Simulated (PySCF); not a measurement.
System: C$_{7}$H$_{3}$F$_{2}$N (SMILES N#Cc1cccc(F)c1F).

```xyz
13

N     3.6121    0.2025   -0.2400
C     2.4713    0.1458   -0.1647
C     1.0614    0.0475   -0.0707
C     0.4538   -1.2047    0.0377
C    -0.9208   -1.3044    0.1292
C    -1.7091   -0.1647    0.1159
C    -1.1114    1.0793    0.0087
F    -1.8750    2.1805   -0.0045
C     0.2699    1.1972   -0.0847
F     0.8369    2.4034   -0.1893
H     1.0752   -2.0868    0.0466
H    -1.3851   -2.2742    0.2124
H    -2.7836   -0.2208    0.1857
```

Geometry: GFN2-xTB.

All numbers below come from PBE0/pcSseg-1, SCF density, gas phase, non-relativistic (PySCF).

### What will maps of the electron density and electron localisation function show?

C–N (1.14 Å): the density is about 3.6 e/Å³ at the midpoint; the ELF peaks at about 0.85 between the atoms: a multiple bond.
C–F (1.34 Å): the density is about 2.3 e/Å³ at the midpoint; the ELF peaks at about 0.85 between the atoms: a shared but strongly polarised pair.
C–C (1.38 Å): ρ at the midpoint is about 2.1 e/Å³; the ELF peaks at about 0.95 between the atoms, as expected for localised, covalent bonding.
C–H (1.08 Å): ρ at the midpoint is about 2.1 e/Å³; the ELF climbs to about 1 towards the hydrogen, as it does in any bond to H: a covalent bond by its length.

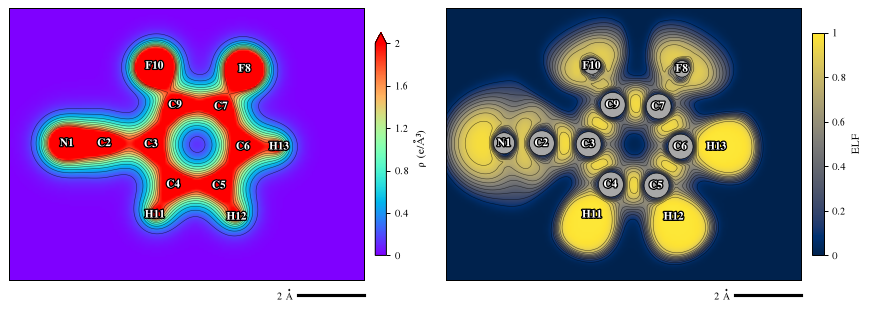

Computed electron density and electron localisation function on the molecular plane, in this order. Grey discs cover the atomic cores in the ELF map. 
